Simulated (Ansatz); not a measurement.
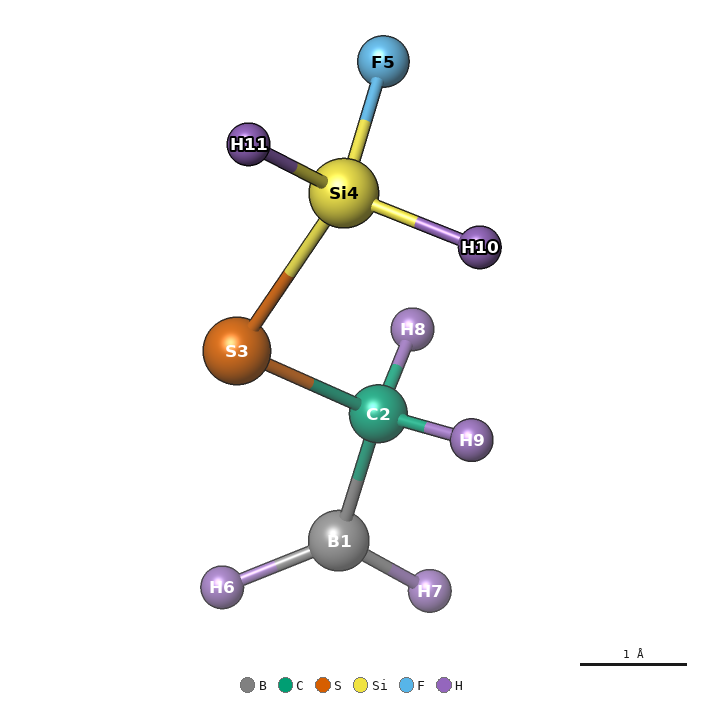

Orthographic view. Depth is shown by fading: the farther an atom, the more it takes the colour of the background. The computed structure is the end point of a PBE0-D4/def2-TZVP optimisation. No frequency run is at hand to confirm it as a minimum.

Give the geometry as a Z-matrix, atoms in numerical order, with these reference atoms: 2 to 1; 3 to 2, 1; 4 to 3, 2, 1; 5 to 4, 3, 2; 6 to 1, 2, 3; 7 to 1, 6, 2; 8 to 2, 1, 6; 9 to 2, 8, 1; 10 to 4, 5, 3; 11 to 4, 10, 5.

```
B  
C    1   1.553
S    2   1.822   1   114.8
Si   3   2.104   2   100.2   1   176.6
F    4   1.602   3   112.2   2    69.1
H    1   1.194   2   122.6   3     4.9
H    1   1.197   6   119.8   2  -178.9
H    2   1.099   1   106.3   6  -117.0
H    2   1.097   8   105.1   1   116.0
H    4   1.483   5   105.5   3   120.4
H    4   1.479  10   113.0   5  -118.4
```
